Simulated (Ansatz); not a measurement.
## Electronic structure of CF3NSi (SMILES N#C[Si](F)(F)F) in real space

| atom | x (Å) | y (Å) | z (Å) |
| --- | --- | --- | --- |
| C | 1.1413 | -0.3841 | 0.4750 |
| F | -1.3263 | -1.1358 | -0.5878 |
| F | -0.2229 | 1.0248 | -1.5095 |
| F | -1.2442 | 1.0057 | 0.8763 |
| N | 2.1607 | -0.7201 | 0.9092 |
| Si | -0.4666 | 0.1453 | -0.2093 |

Geometry: PBE0-D4/def2-SVP.

These are results of Ansatz 0.2.0, isolated molecule in a Gaussian basis; Kohn-Sham density functional theory, functional PBE0, not measurements.

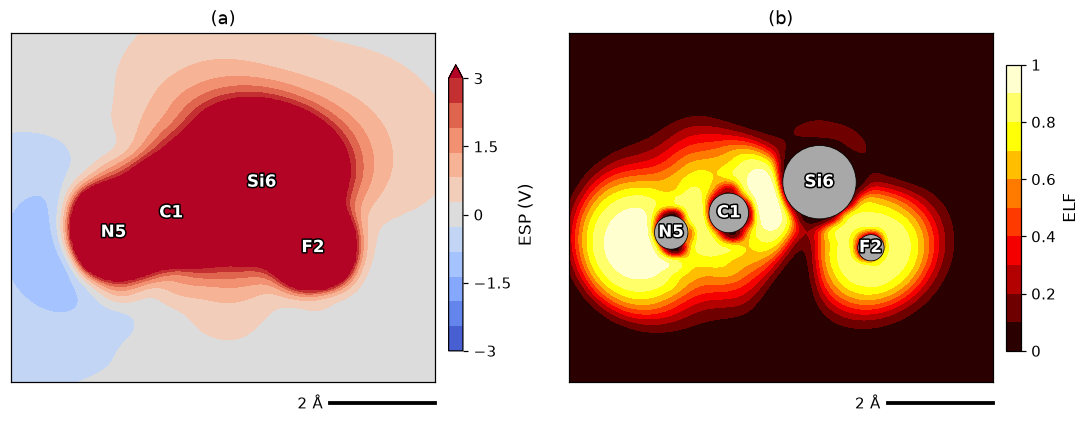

Figure 1. (a) molecular electrostatic potential; (b) electron localisation function on the plane of atoms C1, Si6 and F2. Grey discs cover the atomic cores in the ELF map.

> Describe what can be read from this map.

The section cuts through C, F, N and Si sites. C–N (1.16 Å): the ELF peaks at about 0.90 between the atoms; a multiple bond. Si–F (1.59 Å): the ELF peaks at about 0.85 in the valence shell of F, 0.6 Å from its nucleus, and is about 0.60 at the midpoint. C–Si (1.83 Å): the ELF peaks at about 1 between the atoms, as expected for localised, covalent bonding. The ELF also peaks beside F2 and N5, away from the bonds: lone-pair regions. Outside the dense part of the molecule the potential is most negative (−1.3 V) near N5.

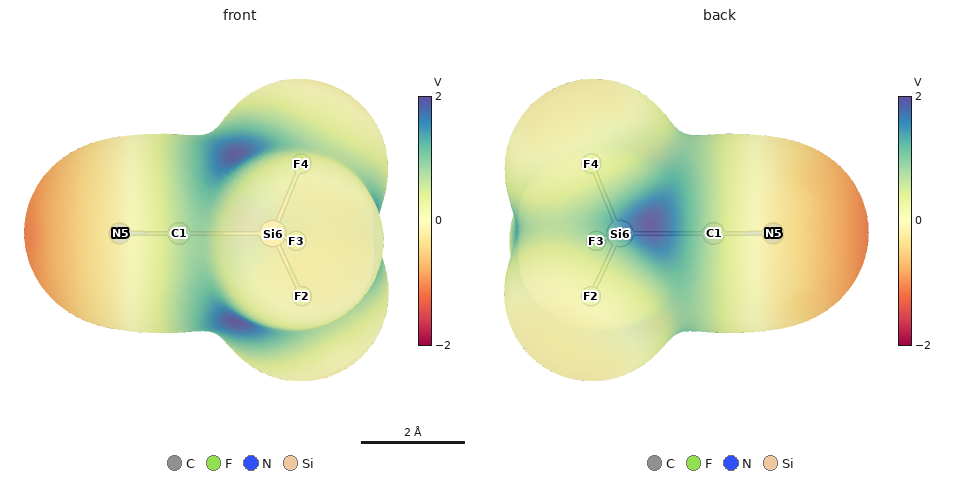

Figure 2. The molecular electrostatic potential painted on the density surface at 0.001 e/bohr³, seen from the front and from behind; red is negative and blue positive.

> Which sites attract a positive test charge, and which a negative one?

A positive charge is drawn to the negative regions and a negative charge to the positive ones. The most negative region (about −1.0 V) lies over N5, the most positive (about +1.9 V) over Si6. N5 is the likeliest acceptor of a hydrogen bond.

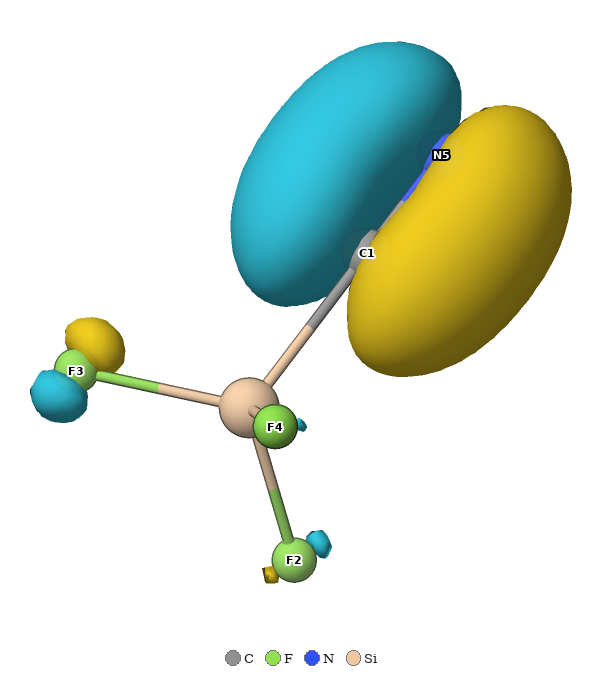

Figure 3. The HOMO at ±0.15 Å⁻³ᐟ² (yellow and cyan are the two phases), seen at an oblique angle.

> Where does this orbital lie, and at what energy?

By Hirshfeld shares it lies mainly on N5 (about 50 %) and C1 (about 40 %); π-bonding across N5–C1. It is one of a degenerate set, so its orientation is arbitrary. Its energy is −11.05 eV.

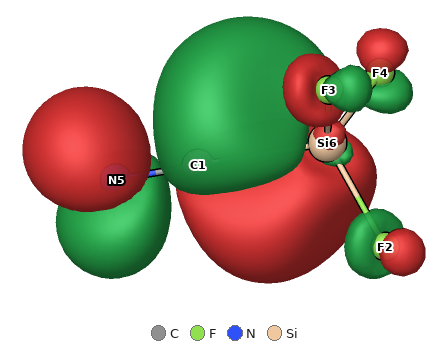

Figure 4. The LUMO at ±0.1 Å⁻³ᐟ² (green and red are the two phases), seen at a tilt.

> Describe this orbital and give its energy.

It lies mainly on N5 (about 35 %), C1 (about 30 %) and Si6 (about 25 %); π-antibonding (π*) across N5–C1. It is one of a degenerate set, so its orientation is arbitrary. Its energy is −1.60 eV.
